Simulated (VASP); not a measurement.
Band structure of AgI (wurtzite). All values below come from revPBE GGA, VASP's PBE PAW potentials (set 64) (plane waves; VASP 6.6.1).

Unless said otherwise, spin-orbit coupling is left out, though it shifts the bands of the heavy elements here.

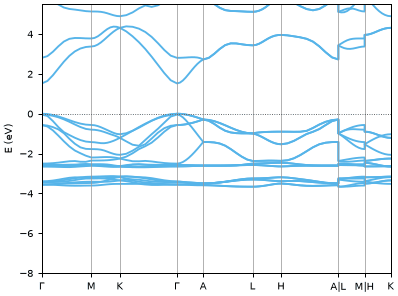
*Bands along high-symmetry lines, zero at the valence-band maximum or, without a gap, the Fermi level*

Task: Read the plot: is there a gap, and where are the band edges?

Result: The gap is direct, 1.52 eV, from the valence maximum at Γ to the conduction minimum at Γ. (Edges off the drawn lines would not show.)

The compound is AgI in the wurtzite structure. It was relaxed first, which changed the volume by +12 %.
